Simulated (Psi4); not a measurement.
**A workflow on Li4H4 ((LiH)4 cube)**

Wanted: a geometry optimisation (PBEh-3c/def2-mSVP), then vibrational wavenumbers of Li4H4 ((LiH)4 cube). 

The calculation is run with Psi4 1.11.

### 1 The structure to begin with

The species is Li4H4 (8 atoms), meant as a singlet with charge 0. Geometry: a GFN1-xTB relaxation, a rough one for these elements and not checked as a minimum. The run starts from this shape.

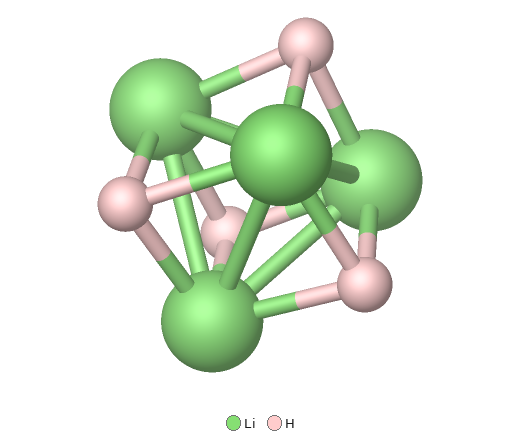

The structure, seen from a chosen angle (lithium green, hydrogen pink).

### 2 A geometry optimisation at PBEh-3c/def2-mSVP (density fitting) (run 1)

Input file job.dat:

```
memory 1600 mb

molecule {
  0 1
  Li
  H 1 1.832482
  Li 2 1.826453 1 82.86368
  H 1 1.824381 2 96.82453 3 -7.42578
  Li 4 1.832069 1 82.98211 2 90.62417
  H 1 1.831101 4 96.83577 5 -7.3411
  Li 6 1.830651 1 82.81659 4 90.77433
  H 5 1.824772 4 96.96915 1 -90.34317
  symmetry c1
}

set {
  geom_maxiter 60
}

result = optimize("pbeh-3c")
```

Launch:

```bash
psi4 -i job.dat -o job.out -n 1
```

job.out:

```text
[...]
  Running in c1 symmetry.
[...]
  Nuclear repulsion =   25.384956521819717
[...]
  Multiplicity = 1
[...]
  Nalpha       = 8
  Nbeta        = 8
[...]
    Number of basis functions: 44
[...]
   @DF-RKS iter   1:   -32.33844845249182   -7.55583e-01   4.84804e-03 ADIIS/DIIS
[...]
   @DF-RKS iter   4:   -32.38630218258706   -1.76215e-11   6.40180e-09 DIIS
[...]
    Orbital Energies [Eh]
    ---------------------
    Doubly Occupied:
       1A     -2.056424     2A     -2.054409     3A     -2.054402
       4A     -2.054382     5A     -0.347523     6A     -0.264361
       7A     -0.264345     8A     -0.264290
[...]
  @DF-RKS Final Energy:   -32.38630218258706
   => Energetics <=
    Nuclear Repulsion Energy =             24.8208631423335007
    One-Electron Energy =                 -91.9529933696363884
    Two-Electron Energy =                  40.0477791269353887
    DFT Exchange-Correlation Energy =      -5.3178496645026394
    Empirical Dispersion Energy =           0.0158985822830838
    VV10 Nonlocal Energy =                  0.0000000000000000
    Total Energy =                        -32.3863021825870590
[...]
 Multipole Moments:
 ------------------------------------------------------------------------------------
     Multipole            Electronic (a.u.)      Nuclear  (a.u.)        Total (a.u.)
 ------------------------------------------------------------------------------------
 L = 1.  Multiply by 2.5417464519 to convert [e a0] to [Debye]
 Dipole X            :          0.0010713           -0.0005772            0.0004941
 Dipole Y            :          0.0007176           -0.0003477            0.0003699
 Dipole Z            :         -0.0013519            0.0006289           -0.0007229
 Magnitude           :                                                    0.0009505
[...]
  -Total Gradient:
     Atom            X                  Y                   Z
    ------   -----------------  -----------------  -----------------
       1       -0.000008693370     0.000000335422     0.000014929470
       2       -0.000014338841     0.000004274044     0.000011867302
       3        0.000006823661     0.000010306298    -0.000010947669
       4       -0.000011867225    -0.000017590570     0.000004074396
       5        0.000017428015    -0.000017101294    -0.000015561242
       6       -0.000017878679     0.000019943114     0.000016149369
       7        0.000022973739     0.000031249289    -0.000025585048
       8       -0.000000584231    -0.000013627848     0.000006707504
[...]
    Final optimized geometry and variables:
    Molecular point group: c1
    Full point group: C1
    Geometry (in Angstrom), charge = 0, multiplicity = 1:
    LI
    H             1    1.846783
    LI            2    1.846895      1   86.009396
    H             1    1.847113      2   93.859380      3   -3.916435
    LI            4    1.846507      1   86.021827      2   90.204176
    H             1    1.846796      4   93.851198      5   -3.916069
    LI            6    1.846196      1   86.016974      4   90.213476
    H             5    1.846994      4   93.850541      1  -90.191268
    Psi4 run time: 0:00:51.65
[...]
```

On the terminal:

```text
Optimizer: Optimization complete!
```

Run time: 54 s. Hardware: 1 thread of Intel Xeon Platinum 8259CL at 2.50GHz (Skylake/Cascade Lake), shared host; peak memory 0.46 GiB.

Steps, from the record of the run:

```csv
step,energy from the first frame kept (eV),largest force (eV/Å)
0,0.0000,0.4745
1,-0.0173,0.3878
2,-0.0541,0.1162
3,-0.0589,0.0867
4,-0.0605,0.0617
5,-0.0623,0.0090
6,-0.0623,0.0024
```

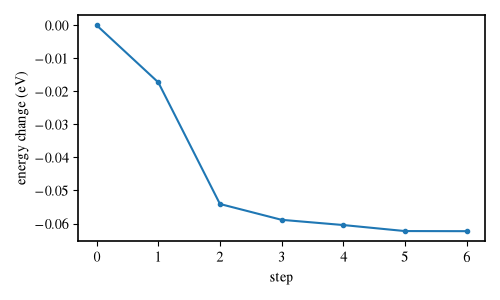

Energy along the run.

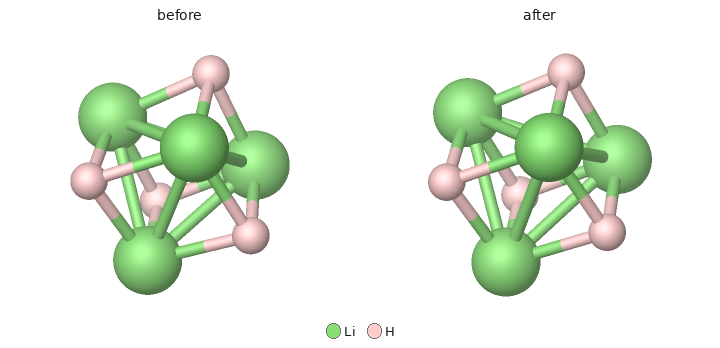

Before and after, at one scale.

After the run. Bond lengths: Li1–H2 1.847 Å, H2–Li3 1.847 Å, Li1–H4 1.847 Å, Li3–H4 1.847 Å, H4–Li5 1.847 Å, Li1–H6 1.847 Å, Li5–H6 1.847 Å, H2–Li7 1.847 Å, H6–Li7 1.846 Å, Li3–H8 1.847 Å, Li5–H8 1.847 Å, Li7–H8 1.847 Å. Some angles: Li1–H2–Li3 86.0°, Li1–H2–Li7 86.0°, Li3–H2–Li7 86.0°, Li1–H4–Li3 86.0°, Li1–H4–Li5 86.0°, Li3–H4–Li5 86.0°, Li1–H6–Li5 86.0°, Li1–H6–Li7 86.0°, Li5–H6–Li7 86.0°, Li3–H8–Li5 86.0°.

### 3 The harmonic vibrations at PBEh-3c/def2-mSVP (density fitting) (run 2)

Input file h4li4.dat:

```
memory 1.6 GB

molecule geom {
  0 1
  Li     1.325338     0.300856     0.725918
  H      0.567187     1.474283    -0.481925
  Li    -1.037558     1.088170     0.346769
  H     -0.258997     0.012991     1.630818
  Li    -0.532545    -1.378165     0.447836
  H      1.108236    -1.166546    -0.374197
  Li     0.239371    -0.013761    -1.525111
  H     -1.422519    -0.323726    -0.779965
  symmetry c1
}

set t 400.0
set rotational_symmetry_number 12

freq("pbeh-3c")
```

Launch:

```bash
psi4 -i h4li4.dat -o h4li4.out -n 1
```

h4li4.out (excerpt; [...] marks lines left out):

```text
[...]
  Running in c1 symmetry.
[...]
  Nuclear repulsion =   24.820858394401093
[...]
  Multiplicity = 1
[...]
  Nalpha       = 8
  Nbeta        = 8
[...]
    Number of basis functions: 44
[...]
   @DF-RKS iter   1:   -32.33676032867519   -7.70697e-01   4.98620e-03 ADIIS/DIIS
[...]
   @DF-RKS iter   8:   -32.38630692878010   -1.52767e-12   2.22281e-09 DIIS
[...]
  @DF-RKS Final Energy:   -32.38630692878010
   => Energetics <=
    Nuclear Repulsion Energy =             24.8204302602930973
    One-Electron Energy =                 -91.9517174884435065
    Two-Electron Energy =                  40.0468967350550429
    DFT Exchange-Correlation Energy =      -5.3178142382923843
    Empirical Dispersion Energy =           0.0158978026076564
    VV10 Nonlocal Energy =                  0.0000000000000000
    Total Energy =                        -32.3863069287801011
[...]
 Multipole Moments:
[...]
  -Total Gradient:
     Atom            X                  Y                   Z
    ------   -----------------  -----------------  -----------------
       1       -0.000020984383     0.000000067510    -0.000015741170
       2        0.000002191033    -0.000004464023    -0.000030541727
       3        0.000025900399     0.000012452411     0.000050349232
       4        0.000006280245    -0.000008878536     0.000032922239
       5        0.000012764719    -0.000001773179     0.000072401943
       6       -0.000013150909     0.000018743034    -0.000037177616
       7        0.000013615231    -0.000000665510     0.000076883336
       8       -0.000047635338    -0.000015056789    -0.000140295283
[...]
  ==> Harmonic Vibrational Analysis <==
[...]
  Freq [cm^-1]                 355.2240            362.3201            378.3921
[...]
  IR activ [km/mol]            28.4342              3.1970             31.1317
[...]
  Freq [cm^-1]                 385.2219            397.3737            508.6033
[...]
  IR activ [km/mol]            34.6969             22.5739              2.6611
[...]
  Freq [cm^-1]                 674.0284            680.9759            688.5808
[...]
  IR activ [km/mol]             0.2038              4.9174              5.5146
[...]
  Freq [cm^-1]                 847.5871            896.2449            904.0828
[...]
  Freq [cm^-1]                 931.2656            938.7908            948.6629
[...]
  Freq [cm^-1]                 956.2106            967.4107           1094.5014
[...]
  IR activ [km/mol]            355.3362            253.1545             9.2576
[...]
```

The script printed:

```text
Warning: used thermodynamics relations inappropriate for low-frequency modes: ['355.2240' '362.3201' '378.3921' '385.2219' '397.3737' '508.6033']
```

Wall time 4.4 min (1 thread of Intel Xeon Platinum 8259CL at 2.50GHz (Skylake/Cascade Lake), shared host); peak memory 0.44 GiB.

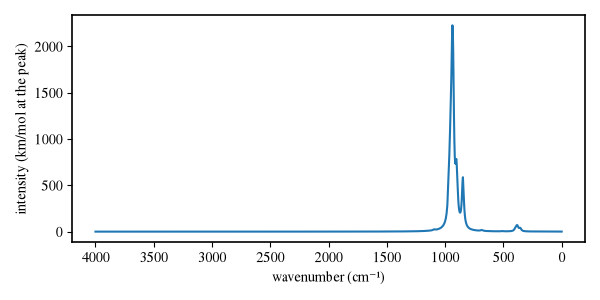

Harmonic infrared spectrum, unscaled, lines broadened by 10 cm⁻¹.

### 4 Outcome

```
                                                                         quantity             value
                                run 1, PBEh-3c/def2-mSVP: total energy at the end      -32.38630 Eh
                                          run 1, PBEh-3c/def2-mSVP: dipole moment            0.00 D
                                            run 1, PBEh-3c/def2-mSVP: HOMO energy          -7.19 eV
                                            run 1, PBEh-3c/def2-mSVP: LUMO energy          -0.05 eV
                                          run 1, PBEh-3c/def2-mSVP: HOMO–LUMO gap           7.14 eV
                             run 2, PBEh-3c/def2-mSVP: lowest harmonic wavenumber          355 cm⁻¹
                            run 2, PBEh-3c/def2-mSVP: highest harmonic wavenumber         1094 cm⁻¹
                                      run 2, PBEh-3c/def2-mSVP: zero-point energy       77.3 kJ/mol
run 2, PBEh-3c/def2-mSVP: ideal-gas entropy at 400 K (symmetry number 12 as used)  70.5 cal/(mol K)
```

What this shows: The optimisation (run 1, PBEh-3c/def2-mSVP) took 7 steps and changed the energy by -0.062 eV. All 18 modes (run 2, PBEh-3c/def2-mSVP) are real, so the shape is a minimum at this level.
